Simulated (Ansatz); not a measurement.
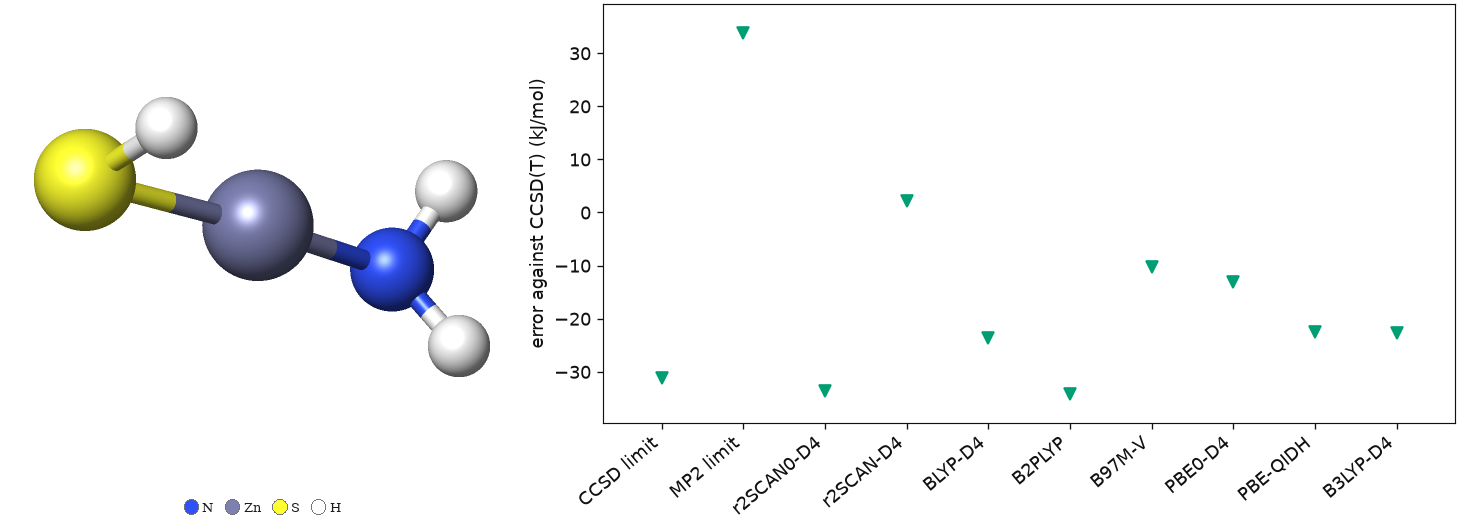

Error in the electronic atomisation energy (method less reference, so positive means overbinding) of ZnNH₃S, SMILES [NH2][Zn][SH], singlet: functionals in def2-TZVPP against frozen-core CCSD(T) at the limit (MP2 extrapolated from triple and quadruple zeta, plus CCSD(T) less MP2 in a smaller set), which gives 1621.8 kJ/mol, at a PBE0-D4/def2-TZVP geometry (a minimum by its frequencies), no zero-point or spin-orbit term, the Ansatz code. The reference leaves out core correlation, a term that grows with the number of heavy atoms. Choice of cores on heavy atoms: Zn/Cu 3s3p. B2PLYP and PBE-QIDH hold a correlation term that converges slowly with the basis, so part of the distance to the limit is basis error. No dispersion term is added to B2PLYP and PBE-QIDH. Limit means the basis limit.

What range do the values span?

From −34.1 kJ/mol (B2PLYP) to 33.8 kJ/mol (MP2 limit).

Give the values.

| level | kJ/mol |
| --- | --- |
| CCSD limit | −31.2 |
| MP2 limit | 33.8 |
| r2SCAN0-D4 | −33.6 |
| r2SCAN-D4 | 2.1 |
| BLYP-D4 | −23.7 |
| B2PLYP | −34.1 |
| B97M-V | −10.3 |
| PBE0-D4 | −13.0 |
| PBE-QIDH | −22.5 |
| B3LYP-D4 | −22.7 |

Limits of at least one run: no scalar relativity up to krypton.
